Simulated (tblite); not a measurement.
# C5H7N2Si: geometry relaxation (part 1 of 2)

The run: geometry relaxation of C5H7N2Si, multiplicity 2, SMILES [SiH3][CH]c1cncnc1. Method and program: GFN2-xTB geometry optimisation, gas phase (tblite 0.8.0).

It belongs to a series of runs on one base structure; here: H removed from sp3 C.

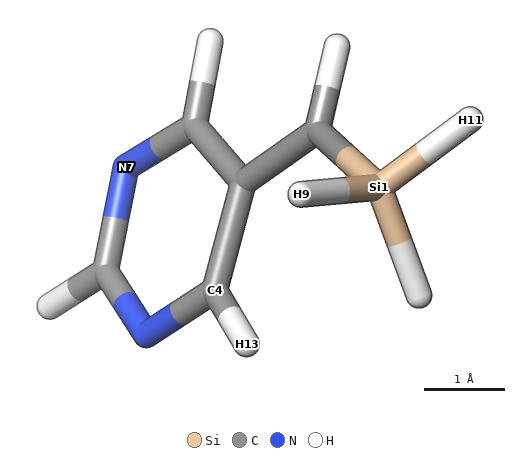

**Figure 1.** The starting structure (stick view, seen at a tilt; atoms are numbered from 1 in the order of the input). Bond lengths as drawn: C–C 1.38 to 1.47 Å, C–H 1.07 to 1.10 Å, C–N 1.33 to 1.35 Å, C–Si 1.79 Å and H–Si 1.48 to 1.49 Å.

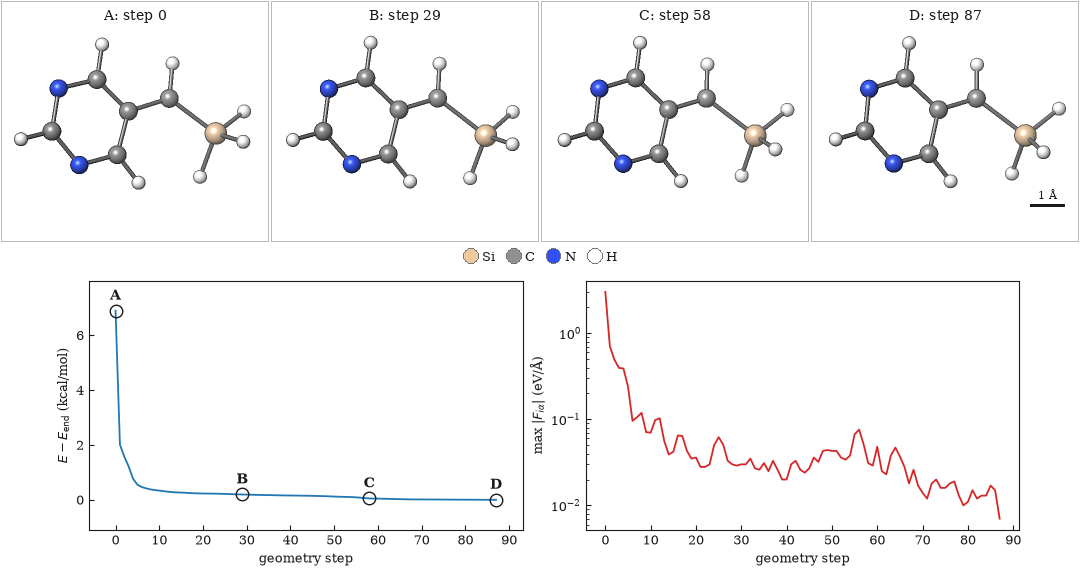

**Figure 2.** Frames of the relaxation (ball-and-stick view, seen at a tilt) above the curves, on which the letters mark them (steps are counted from 0).

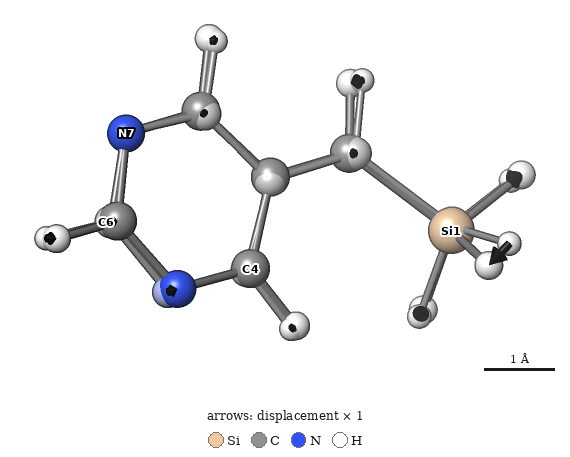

**Figure 3.** Start (faint) and end (solid) with the displacements as black arrows, at true length (ball-and-stick view, seen at a tilt). The two geometries are laid on each other by the best rigid fit. After 87 geometry steps the energy has fallen by 6.89 kcal/mol. The largest force component goes from 3 to 0.007 eV/Å. H9 moves most after the best rigid fit: 0.44 Å. Largest moves by element: H 0.44 Å, N 0.16 Å, C 0.11 Å, Si 0.07 Å. Among the contacts that change: C2–C3 1.469 → 1.389 Å, Si1–C2 1.792 → 1.868 Å, C3–C8 1.383 → 1.425 Å, C4–N5 1.346 → 1.309 Å. Among the angles that change: Si1–C2–H12 115.2° → 118.6°, C2–Si1–H11 110.2° → 107.1°, C2–C3–C8 120.8° → 123.0°. (Atoms are counted from 1 in the order of the input.)

The input that produced these results follows, with the program's output.

**Input**
```
{"job": {"kind": "relax", "xc": "GFN2-xTB", "basis": "xTB"}, "charge": 0, "multiplicity": 2}
Si    -2.637100    -0.193800    -0.289500
C     -1.125100    -0.571700     0.595700
C      0.239000    -0.146300     0.255300
C      0.602700     0.552200    -0.900100
N      1.867900     0.923100    -1.171900
C      2.792600     0.591700    -0.275000
N      2.576700    -0.068700     0.865500
C      1.297700    -0.417800     1.103100
H     -3.042200     1.206500    -0.017000
H     -2.436400    -0.351500    -1.743100
H     -3.731100    -1.104600     0.150100
H     -1.253300    -1.176600     1.501900
H     -0.118000     0.830500    -1.646400
H      3.824100     0.886200    -0.484600
H      1.138000    -0.951300     2.034200
```

The first line tells a small driver script what to run in tblite; the rest is the geometry in Å.

Command:
```bash
OMP_NUM_THREADS=1 python <driver script> task.json out
```

**What the program printed**
```
step      E/eV     max force
  0    -592.27457    3.096
  1    -592.48613    0.770
  2    -592.50529    0.518
  3    -592.52080    0.424
  4    -592.54015    0.411
  5    -592.54952    0.269
  6    -592.55331    0.142
  7    -592.55535    0.116
  8    -592.55702    0.130
  9    -592.55808    0.078
 10    -592.55887    0.073
 11    -592.55973    0.099
 12    -592.56068    0.105
 13    -592.56135    0.060
 14    -592.56171    0.047
 15    -592.56197    0.049
 16    -592.56233    0.068
 17    -592.56277    0.071
 18    -592.56314    0.052
 19    -592.56336    0.038
 20    -592.56348    0.036
 21    -592.56358    0.028
 22    -592.56368    0.029
 23    -592.56379    0.031
 24    -592.56394    0.051
 25    -592.56414    0.063
 26    -592.56440    0.051
 27    -592.56465    0.041
 28    -592.56487    0.041
 29    -592.56504    0.035
 30    -592.56520    0.041
 31    -592.56539    0.040
 32    -592.56559    0.039
 33    -592.56575    0.032
 34    -592.56589    0.029
 35    -592.56601    0.035
 36    -592.56616    0.031
 37    -592.56632    0.035
 38    -592.56646    0.028
 39    -592.56656    0.023
 40    -592.56664    0.025
 41    -592.56674    0.030
 42    -592.56684    0.033
 43    -592.56695    0.026
 44    -592.56706    0.030
 45    -592.56718    0.028
 46    -592.56734    0.036
 47    -592.56753    0.044
 48    -592.56775    0.054
 49    -592.56800    0.052
 50    -592.56829    0.044
 51    -592.56855    0.045
 52    -592.56875    0.046
 53    -592.56892    0.044
 54    -592.56914    0.042
 55    -592.56954    0.069
 56    -592.57011    0.077
 57    -592.57075    0.057
 58    -592.57125    0.034
 59    -592.57152    0.037
 60    -592.57153    0.049
 61    -592.57174    0.034
 62    -592.57183    0.027
 63    -592.57204    0.039
 64    -592.57217    0.049
 65    -592.57240    0.042
 66    -592.57259    0.029
 67    -592.57273    0.025
 68    -592.57282    0.028
 69    -592.57287    0.017
 70    -592.57289    0.014
 71    -592.57291    0.012
 72    -592.57294    0.018
 73    -592.57297    0.020
 74    -592.57301    0.021
 75    -592.57306    0.020
 76    -592.57311    0.018
 77    -592.57316    0.020
 78    -592.57320    0.016
 79    -592.57323    0.016
 80    -592.57326    0.017
 81    -592.57329    0.016
 82    -592.57332    0.014
 83    -592.57336    0.013
 84    -592.57339    0.016
 85    -592.57343    0.020
 86    -592.57346    0.015
 87    -592.57348    0.010
```

**Trajectory as extended XYZ (Å, eV, eV/Å), 32 of the 88 frames kept, from step=0 to step=87**
```
15
Properties=species:S:1:pos:R:3:forces:R:3 step=0 energy=-592.27457
Si   -2.6371   -0.1938   -0.2895   -1.8950   0.4460  -1.1170
C    -1.1251   -0.5717    0.5957    3.0310  -0.0300   0.6320
C     0.2390   -0.1463    0.2553   -2.4550  -0.6310   0.3790
C     0.6027    0.5522   -0.9001    1.3260   0.6350  -0.7010
N     1.8679    0.9231   -1.1719   -1.0370  -0.5140   0.6870
C     2.7926    0.5917   -0.2750   -0.1140  -0.1380   0.2300
N     2.5767   -0.0687    0.8655   -1.3270  -0.0110  -0.4200
C     1.2977   -0.4178    1.1031    2.1580  -0.1060   0.7400
H    -3.0422    1.2065   -0.0170    0.0410  -0.1900  -0.0550
H    -2.4364   -0.3515   -1.7431   -0.0570   0.0270   0.1260
H    -3.7311   -1.1046    0.1501    0.3700   0.2540  -0.0850
H    -1.2533   -1.1766    1.5019    0.4890   0.2910  -0.3110
H    -0.1180    0.8305   -1.6464   -0.1940   0.0270  -0.1620
H     3.8241    0.8862   -0.4846   -0.3770  -0.1010   0.0490
H     1.1380   -0.9513    2.0342    0.0410   0.0410   0.0070
15
Properties=species:S:1:pos:R:3:forces:R:3 step=3 energy=-592.52080
Si   -2.6689   -0.1828   -0.3116    0.1000   0.0510  -0.0620
C    -1.0815   -0.5676    0.5962    0.0460   0.0740  -0.1230
C     0.2181   -0.1571    0.2673   -0.2550  -0.0260  -0.0600
C     0.6081    0.5566   -0.9038    0.0750   0.0420  -0.0210
N     1.8510    0.9150   -1.1550   -0.3130   0.0150   0.0000
C     2.7854    0.5894   -0.2722   -0.1990  -0.0770   0.0940
N     2.5598   -0.0695    0.8575   -0.0910  -0.1150   0.0790
C     1.3207   -0.4243    1.1144    0.2720  -0.1040   0.2060
H    -3.0429    1.2025   -0.0190   -0.0520   0.0470  -0.0210
H    -2.4398   -0.3512   -1.7441   -0.0620   0.0000  -0.1070
H    -3.7189   -1.0970    0.1480    0.0910   0.0370   0.0040
H    -1.2246   -1.1669    1.4937    0.3960   0.1170  -0.0970
H    -0.1224    0.8311   -1.6540   -0.0220  -0.0440  -0.0050
H     3.8070    0.8815   -0.4823   -0.1070  -0.0180  -0.0100
H     1.1445   -0.9517    2.0429    0.1200   0.0010   0.1240
15
Properties=species:S:1:pos:R:3:forces:R:3 step=6 energy=-592.55331
Si   -2.6640   -0.1722   -0.3256    0.0930   0.0080  -0.0050
C    -1.0769   -0.5584    0.5793    0.0380  -0.0360   0.0750
C     0.2195   -0.1610    0.2712   -0.0090   0.0210  -0.0360
C     0.5936    0.5545   -0.8991    0.0490   0.0390  -0.0620
N     1.8281    0.9183   -1.1466    0.0770   0.0690  -0.0180
C     2.7621    0.5834   -0.2662    0.0090  -0.0020   0.0110
N     2.5568   -0.0822    0.8628   -0.0380  -0.0610  -0.0050
C     1.3248   -0.4386    1.1295   -0.0730   0.0090   0.0050
H    -3.0501    1.2072   -0.0231   -0.0280   0.0600  -0.0390
H    -2.4497   -0.3509   -1.7597   -0.0450   0.0200  -0.0860
H    -3.7015   -1.0892    0.1478    0.0410  -0.0030   0.0120
H    -1.1622   -1.1501    1.4807   -0.0050  -0.0610   0.0710
H    -0.1286    0.8254   -1.6589   -0.0960  -0.0760   0.0710
H     3.7805    0.8759   -0.4819   -0.0210   0.0170  -0.0290
H     1.1631   -0.9542    2.0681    0.0080  -0.0050   0.0350
15
Properties=species:S:1:pos:R:3:forces:R:3 step=8 energy=-592.55702
Si   -2.6567   -0.1703   -0.3276   -0.0240   0.0280  -0.0220
C    -1.0742   -0.5598    0.5825   -0.0020  -0.0060   0.0100
C     0.2184   -0.1598    0.2686    0.1190  -0.0010   0.0530
C     0.5957    0.5567   -0.9022   -0.0370  -0.0220   0.0370
N     1.8293    0.9236   -1.1473    0.0350   0.0180   0.0440
C     2.7595    0.5821   -0.2641    0.0350   0.0170  -0.0260
N     2.5539   -0.0879    0.8630    0.0000   0.0020  -0.0620
C     1.3216   -0.4397    1.1320   -0.0670   0.0080  -0.0340
H    -3.0528    1.2118   -0.0265    0.0130  -0.0200  -0.0560
H    -2.4540   -0.3494   -1.7675   -0.0340   0.0280  -0.0060
H    -3.6963   -1.0884    0.1486    0.0770   0.0280  -0.0070
H    -1.1550   -1.1521    1.4836   -0.0200  -0.0580   0.0620
H    -0.1359    0.8194   -1.6547   -0.0620  -0.0390   0.0150
H     3.7764    0.8765   -0.4838   -0.0040  -0.0010   0.0060
H     1.1658   -0.9547    2.0734   -0.0290   0.0170  -0.0150
15
Properties=species:S:1:pos:R:3:forces:R:3 step=11 energy=-592.55973
Si   -2.6515   -0.1661   -0.3312    0.0370  -0.0010   0.0020
C    -1.0719   -0.5620    0.5870   -0.0150  -0.0040   0.0080
C     0.2217   -0.1597    0.2711   -0.0860  -0.0210   0.0170
C     0.5953    0.5568   -0.9008   -0.0180  -0.0080   0.0330
N     1.8289    0.9297   -1.1446   -0.0910  -0.0020   0.0030
C     2.7596    0.5823   -0.2647   -0.0180   0.0090  -0.0190
N     2.5523   -0.0929    0.8579    0.0430  -0.0070   0.0050
C     1.3192   -0.4400    1.1324    0.0980  -0.0040   0.0100
H    -3.0532    1.2138   -0.0359    0.0180   0.0080  -0.0420
H    -2.4613   -0.3446   -1.7737   -0.0120   0.0240   0.0120
H    -3.6841   -1.0852    0.1487    0.0250  -0.0060   0.0070
H    -1.1519   -1.1586    1.4899   -0.0180   0.0120  -0.0520
H    -0.1468    0.8100   -1.6484    0.0250  -0.0200   0.0210
H     3.7752    0.8772   -0.4845    0.0300   0.0010   0.0070
H     1.1641   -0.9527    2.0750   -0.0190   0.0170  -0.0140
15
Properties=species:S:1:pos:R:3:forces:R:3 step=14 energy=-592.56171
Si   -2.6444   -0.1624   -0.3342    0.0040  -0.0060   0.0090
C    -1.0721   -0.5639    0.5910    0.0080   0.0050   0.0020
C     0.2205   -0.1619    0.2771    0.0020  -0.0030   0.0050
C     0.5900    0.5549   -0.8941   -0.0020   0.0050   0.0020
N     1.8205    0.9342   -1.1402   -0.0020  -0.0020   0.0030
C     2.7582    0.5842   -0.2681   -0.0120   0.0020   0.0070
N     2.5567   -0.0969    0.8526    0.0000  -0.0050   0.0050
C     1.3245   -0.4408    1.1325    0.0010  -0.0090   0.0100
H    -3.0506    1.2165   -0.0495    0.0180   0.0390  -0.0190
H    -2.4685   -0.3375   -1.7774    0.0170   0.0070  -0.0120
H    -3.6705   -1.0834    0.1497   -0.0180  -0.0280   0.0180
H    -1.1524   -1.1639    1.4899   -0.0380  -0.0150  -0.0220
H    -0.1535    0.8000   -1.6418    0.0080   0.0010  -0.0050
H     3.7761    0.8779   -0.4846   -0.0270   0.0110  -0.0270
H     1.1610   -0.9490    2.0751    0.0390  -0.0010   0.0240
15
Properties=species:S:1:pos:R:3:forces:R:3 step=17 energy=-592.56277
Si   -2.6418   -0.1614   -0.3341   -0.0640   0.0240  -0.0190
C    -1.0720   -0.5638    0.5927   -0.0230  -0.0010  -0.0130
C     0.2203   -0.1637    0.2813    0.0560   0.0050   0.0170
C     0.5869    0.5544   -0.8901   -0.0030  -0.0120   0.0030
N     1.8155    0.9358   -1.1377    0.0360   0.0080   0.0080
C     2.7557    0.5854   -0.2687    0.0150  -0.0040   0.0010
N     2.5593   -0.0993    0.8510   -0.0170   0.0100  -0.0150
C     1.3280   -0.4429    1.1345   -0.0450   0.0020   0.0030
H    -3.0452    1.2240   -0.0597    0.0260  -0.0240  -0.0130
H    -2.4681   -0.3328   -1.7800    0.0150  -0.0040   0.0220
H    -3.6670   -1.0871    0.1533    0.0220   0.0260  -0.0080
H    -1.1604   -1.1693    1.4854   -0.0110  -0.0370   0.0230
H    -0.1546    0.7958   -1.6398   -0.0240   0.0030  -0.0080
H     3.7720    0.8805   -0.4897   -0.0180   0.0120  -0.0180
H     1.1670   -0.9475    2.0795    0.0340  -0.0080   0.0170
15
Properties=species:S:1:pos:R:3:forces:R:3 step=20 energy=-592.56348
Si   -2.6431   -0.1585   -0.3358    0.0160   0.0020  -0.0020
C    -1.0736   -0.5644    0.5938   -0.0110  -0.0120   0.0000
C     0.2211   -0.1650    0.2855   -0.0360  -0.0040  -0.0020
C     0.5852    0.5534   -0.8872    0.0020  -0.0050   0.0010
N     1.8129    0.9381   -1.1354   -0.0150  -0.0030  -0.0050
C     2.7545    0.5859   -0.2690   -0.0010   0.0020  -0.0070
N     2.5596   -0.1009    0.8490   -0.0050   0.0070   0.0030
C     1.3287   -0.4442    1.1371    0.0060   0.0090   0.0040
H    -3.0389    1.2285   -0.0693    0.0050   0.0010   0.0040
H    -2.4669   -0.3295   -1.7808    0.0110  -0.0150   0.0070
H    -3.6619   -1.0873    0.1554   -0.0050   0.0260  -0.0080
H    -1.1671   -1.1767    1.4831    0.0100  -0.0050  -0.0130
H    -0.1579    0.7918   -1.6375   -0.0020  -0.0020   0.0170
H     3.7680    0.8838   -0.4954    0.0140   0.0050   0.0020
H     1.1748   -0.9469    2.0846    0.0120  -0.0030  -0.0010
15
Properties=species:S:1:pos:R:3:forces:R:3 step=22 energy=-592.56368
Si   -2.6432   -0.1573   -0.3366    0.0280  -0.0040   0.0060
C    -1.0752   -0.5656    0.5936    0.0160  -0.0090   0.0050
C     0.2196   -0.1656    0.2865   -0.0040  -0.0040   0.0010
C     0.5847    0.5525   -0.8864   -0.0080   0.0020   0.0070
N     1.8120    0.9383   -1.1352   -0.0140  -0.0090  -0.0030
C     2.7545    0.5861   -0.2697   -0.0080   0.0070  -0.0030
N     2.5590   -0.1003    0.8485   -0.0010   0.0080   0.0000
C     1.3283   -0.4436    1.1378    0.0060   0.0020  -0.0020
H    -3.0369    1.2290   -0.0709   -0.0010   0.0230   0.0060
H    -2.4654   -0.3304   -1.7800    0.0120  -0.0160  -0.0150
H    -3.6612   -1.0846    0.1549   -0.0270   0.0100   0.0000
H    -1.1675   -1.1792    1.4821    0.0020  -0.0070  -0.0100
H    -0.1591    0.7910   -1.6359   -0.0020  -0.0020   0.0100
H     3.7681    0.8849   -0.4965    0.0000  -0.0030   0.0070
H     1.1778   -0.9472    2.0857    0.0010   0.0040  -0.0080
15
Properties=species:S:1:pos:R:3:forces:R:3 step=25 energy=-592.56414
Si   -2.6396   -0.1545   -0.3380   -0.0220   0.0060  -0.0040
C    -1.0766   -0.5701    0.5943    0.0190  -0.0010   0.0050
C     0.2171   -0.1677    0.2902    0.0620   0.0010   0.0080
C     0.5814    0.5505   -0.8825   -0.0100   0.0100   0.0000
N     1.8070    0.9376   -1.1350    0.0130   0.0050  -0.0050
C     2.7528    0.5880   -0.2719   -0.0090   0.0050   0.0050
N     2.5581   -0.0975    0.8469    0.0190   0.0080   0.0010
C     1.3288   -0.4424    1.1395    0.0060  -0.0130  -0.0060
H    -3.0306    1.2348   -0.0755    0.0110  -0.0010  -0.0020
H    -2.4589   -0.3348   -1.7807    0.0080  -0.0090  -0.0080
H    -3.6636   -1.0758    0.1540   -0.0210   0.0160  -0.0040
H    -1.1701   -1.1886    1.4777   -0.0010  -0.0270   0.0220
H    -0.1633    0.7880   -1.6302   -0.0220   0.0010  -0.0140
H     3.7669    0.8876   -0.4991   -0.0290  -0.0090   0.0040
H     1.1862   -0.9469    2.0880   -0.0240   0.0070  -0.0030
15
Properties=species:S:1:pos:R:3:forces:R:3 step=28 energy=-592.56487
Si   -2.6349   -0.1498   -0.3404   -0.0050  -0.0110   0.0040
C    -1.0754   -0.5781    0.5967   -0.0070   0.0030   0.0020
C     0.2186   -0.1713    0.2962   -0.0130  -0.0040  -0.0130
C     0.5757    0.5494   -0.8771    0.0080   0.0040  -0.0170
N     1.7997    0.9375   -1.1359    0.0000   0.0190   0.0020
C     2.7482    0.5917   -0.2745   -0.0010  -0.0040   0.0060
N     2.5593   -0.0921    0.8455    0.0120  -0.0070   0.0160
C     1.3324   -0.4423    1.1418    0.0160  -0.0110   0.0070
H    -3.0190    1.2438   -0.0827    0.0290  -0.0250  -0.0160
H    -2.4478   -0.3440   -1.7829   -0.0050   0.0060   0.0300
H    -3.6714   -1.0583    0.1515   -0.0050   0.0200  -0.0080
H    -1.1730   -1.2069    1.4734    0.0130  -0.0010  -0.0020
H    -0.1733    0.7833   -1.6221   -0.0080   0.0040  -0.0060
H     3.7614    0.8906   -0.5023   -0.0050   0.0120  -0.0200
H     1.1949   -0.9456    2.0909   -0.0290  -0.0050   0.0160
15
Properties=species:S:1:pos:R:3:forces:R:3 step=31 energy=-592.56539
Si   -2.6327   -0.1493   -0.3406    0.0300  -0.0180   0.0200
C    -1.0745   -0.5823    0.5981    0.0110  -0.0050  -0.0020
C     0.2197   -0.1738    0.2975   -0.0130  -0.0080  -0.0070
C     0.5730    0.5493   -0.8764   -0.0030  -0.0100   0.0100
N     1.7963    0.9395   -1.1359   -0.0080  -0.0020   0.0220
C     2.7457    0.5936   -0.2750    0.0050   0.0030   0.0030
N     2.5612   -0.0895    0.8467   -0.0280  -0.0100  -0.0110
C     1.3352   -0.4436    1.1435   -0.0280   0.0080  -0.0050
H    -3.0083    1.2453   -0.0880    0.0220   0.0120  -0.0110
H    -2.4418   -0.3493   -1.7802   -0.0050   0.0010  -0.0020
H    -3.6786   -1.0453    0.1487   -0.0190  -0.0070   0.0080
H    -1.1718   -1.2169    1.4712    0.0140   0.0140  -0.0120
H    -0.1798    0.7819   -1.6190    0.0200   0.0040   0.0070
H     3.7574    0.8937   -0.5066    0.0080   0.0130  -0.0120
H     1.1945   -0.9453    2.0939   -0.0060   0.0050  -0.0100
15
Properties=species:S:1:pos:R:3:forces:R:3 step=34 energy=-592.56589
Si   -2.6269   -0.1498   -0.3391   -0.0260   0.0050  -0.0070
C    -1.0733   -0.5891    0.5998   -0.0070  -0.0180  -0.0040
C     0.2190   -0.1785    0.2997    0.0100   0.0010   0.0020
C     0.5688    0.5475   -0.8728    0.0000   0.0030   0.0070
N     1.7899    0.9423   -1.1326    0.0060   0.0070   0.0020
C     2.7429    0.5966   -0.2756   -0.0040   0.0030   0.0000
N     2.5602   -0.0877    0.8458   -0.0020  -0.0040  -0.0120
C     1.3354   -0.4441    1.1453   -0.0110   0.0060  -0.0110
H    -2.9901    1.2503   -0.0984    0.0220   0.0140  -0.0030
H    -2.4346   -0.3553   -1.7774   -0.0050  -0.0080  -0.0130
H    -3.6883   -1.0298    0.1471   -0.0010  -0.0080   0.0140
H    -1.1704   -1.2300    1.4666    0.0110  -0.0090   0.0250
H    -0.1857    0.7796   -1.6132    0.0130   0.0050  -0.0060
H     3.7528    0.8998   -0.5142   -0.0100  -0.0060   0.0200
H     1.1959   -0.9438    2.0970    0.0030   0.0100  -0.0150
```
